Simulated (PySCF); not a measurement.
**AlH (SMILES [AlH]): PBE0/def2-SVP**

What is the energy change on altering one bond length of AlH at PBE0/def2-SVP? 

The results are computed with PySCF 2.14.0.

10 further runs of the same task are left out: 10 set aside as unsound or not needed.

### 1 The system as given

AlH: 2 atoms, total charge 0, spin state singlet. As SMILES, `[AlH]`. The shape is that of a PBE0-D4/def2-TZVP optimisation.

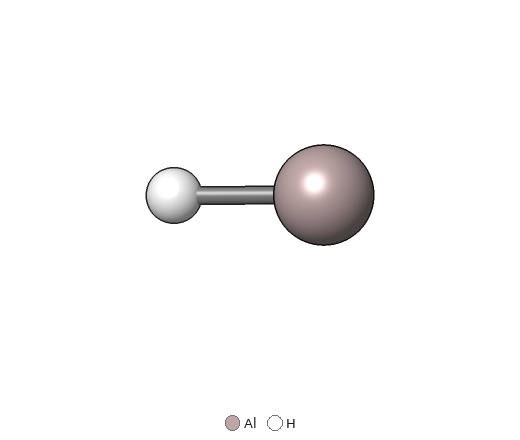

The structure, seen from a chosen angle (aluminium light grey, hydrogen white).

### 2 The energy at PBE0/def2-SVP

Contents of mol.xyz:

```xyz
2

Al     0.000000     0.000000    -0.025640
H      0.000000     0.000000     1.639110
```

Contents of job.py:

```python
# AlH
from pyscf import gto, dft

system = gto.M(
    atom='mol.xyz',
    spin=0,
    basis='def2-svp',
    max_memory=1860,
    verbose=4,
)

calc0 = dft.RKS(system)
calc0.xc = 'pbe0'
calc0.grids.level = 5
calc0.conv_tol = 1e-10
calc0.kernel()
if not calc0.converged:
    calc0 = calc0.newton().run(calc0.mo_coeff, calc0.mo_occ)

e_tot = calc0.e_tot
print('E = %.10f Eh' % e_tot)
```

On the command line:

```bash
$ OMP_NUM_THREADS=1 python job.py
```

What it wrote:

```text
PySCF version 2.14.0

[INPUT] num. atoms = 2
[INPUT] num. electrons = 14
[INPUT] charge = 0
[INPUT] spin (= nelec alpha-beta = 2S) = 0
[INPUT] symmetry False subgroup None
[INPUT] Mole.unit = angstrom
[INPUT] Symbol           X                Y                Z      unit          X                Y                Z       unit  Magmom
[INPUT]  1 Al     0.000000000000   0.000000000000  -0.025640000000 AA    0.000000000000   0.000000000000  -0.048452577834 Bohr   0.0
[INPUT]  2 H      0.000000000000   0.000000000000   1.639110000000 AA    0.000000000000   0.000000000000   3.097468988036 Bohr   0.0

nuclear repulsion = 4.13233442977024
number of shells = 11
number of NR pGTOs = 43
number of NR cGTOs = 23
basis = def2-svp
ecp = {}

******** <class 'pyscf.dft.rks.RKS'> ********
method = RKS
initial guess = minao
damping factor = 0
level_shift factor = 0
DIIS = <class 'pyscf.scf.diis.CDIIS'>
diis_start_cycle = 1
diis_space = 8
diis_damp = 0
SCF conv_tol = 1e-10
SCF conv_tol_grad = None
SCF max_cycles = 50
direct_scf = True
direct_scf_tol = 1e-13
XC library pyscf.dft.libxc version 7.0.0
    S. Lehtola, C. Steigemann, M. J.T. Oliveira, and M. A.L. Marques.,  SoftwareX 7, 1–5 (2018)
XC functionals = pbe0
radial grids:
    Treutler-Ahlrichs [JCP 102, 346 (1995); DOI:10.1063/1.469408] (M4) radial grids

becke partition: Becke, JCP 88, 2547 (1988); DOI:10.1063/1.454033
pruning grids: <function nwchem_prune>
grids dens level: 5
symmetrized grids: False
atomic radii adjust function: <function treutler_atomic_radii_adjust>
small_rho_cutoff = 0
Set gradient conv threshold to 1e-05
Initial guess from minao.
tot grids = 66592
init E= -242.632032493967
  HOMO = -0.198342997112293  LUMO = -0.0725187523577383  gap/eV = 3.42385
cycle= 1 E= -242.766508274335  delta_E= -0.134  |g|= 0.126  |ddm|= 1.07
  HOMO = -0.208449206751833  LUMO = -0.0705152232608518  gap/eV = 3.75337
cycle= 2 E= -242.772528253451  delta_E= -0.00602  |g|= 0.0555  |ddm|= 0.401
  HOMO = -0.211830058194928  LUMO = -0.0650507963090927  gap/eV = 3.99407
cycle= 3 E= -242.774414730345  delta_E= -0.00189  |g|= 0.00408  |ddm|= 0.154
  HOMO = -0.212562314670281  LUMO = -0.0653351852530295  gap/eV = 4.00625
cycle= 4 E= -242.774425810617  delta_E= -1.11e-05  |g|= 0.000385  |ddm|= 0.0157
  HOMO = -0.212609723302046  LUMO = -0.0654093534713261  gap/eV = 4.00553
cycle= 5 E= -242.774425889279  delta_E= -7.87e-08  |g|= 4.74e-05  |ddm|= 0.000872
  HOMO = -0.212578612037551  LUMO = -0.0653862351923858  gap/eV = 4.00531
cycle= 6 E= -242.774425890198  delta_E= -9.18e-10  |g|= 2.56e-06  |ddm|= 0.000152
  HOMO = -0.212577811242828  LUMO = -0.0653859441244098  gap/eV = 4.00529
cycle= 7 E= -242.774425890201  delta_E= -2.9e-12  |g|= 3.15e-07  |ddm|= 9.18e-06
  HOMO = -0.212577978908498  LUMO = -0.0653861351225895  gap/eV = 4.00529
Extra cycle  E= -242.774425890201  delta_E= -4.26e-13  |g|= 1.24e-07  |ddm|= 1.32e-06
converged SCF energy = -242.774425890201
E = -242.7744258902 Eh
```

It took 1.1 s on 1 thread of Arm Neoverse V2, shared host; peak memory 0.17 GiB.

### 3 The distorted shape

Contents of calc.py:

```python
from pyscf import gto, dft

mol = gto.Mole()
mol.atom = '''
Al       0.000000       0.000000      -1.357490
H        0.000000       0.000000       1.639110
'''
mol.verbose = 3
mol.basis = 'def2-svp'
mol.max_memory = 1860
mol.charge = 0
mol.build()

mf = dft.RKS(mol)
mf.xc = 'pbe0'
mf.conv_tol = 1e-10
mf.grids.level = 5
mf.kernel()
if not mf.converged:
    mf = mf.newton().run(mf.mo_coeff, mf.mo_occ)

etot = mf.e_tot
print('E(%s) = %.9f' % ('PBE0', etot))
```

On the command line:

```bash
$ OMP_NUM_THREADS=1 python calc.py
```

What it wrote:

```text
converged SCF energy = -242.690065339752
E(PBE0) = -242.690065340
```

It took 1.6 s on 1 thread of Arm Neoverse V2, shared host; peak memory 0.17 GiB.

### 4 Outcome

At PBE0/def2-SVP:

| quantity | value |
| --- | --- |
| first shape: total energy | -242.77443 Eh |
| first shape: dipole moment | 0.11 D |
| first shape: HOMO energy | -5.78 eV |
| first shape: LUMO energy | -1.78 eV |
| first shape: HOMO–LUMO gap | 4.01 eV |
| distorted shape: total energy | -242.69007 Eh |
| distorted shape: dipole moment | 4.55 D |
| distorted shape: HOMO energy | -5.08 eV |
| distorted shape: LUMO energy | -2.52 eV |
| distorted shape: HOMO–LUMO gap | 2.55 eV |
| energy change with the Al1–H2 bond stretched from 1.665 to 2.997 Å | 2.296 eV |

What this shows: One bond (distorted shape) is far stretched, which a spin-restricted single reference describes badly; a broken-symmetry solution may lie lower. With the Al1–H2 bond stretched from 1.665 to 2.997 Å the energy rises by 2.30 eV (221 kJ/mol). The first shape isn't relaxed at this level, so the change isn't measured from a minimum. A restricted reference can't describe the breaking bond well at this length.
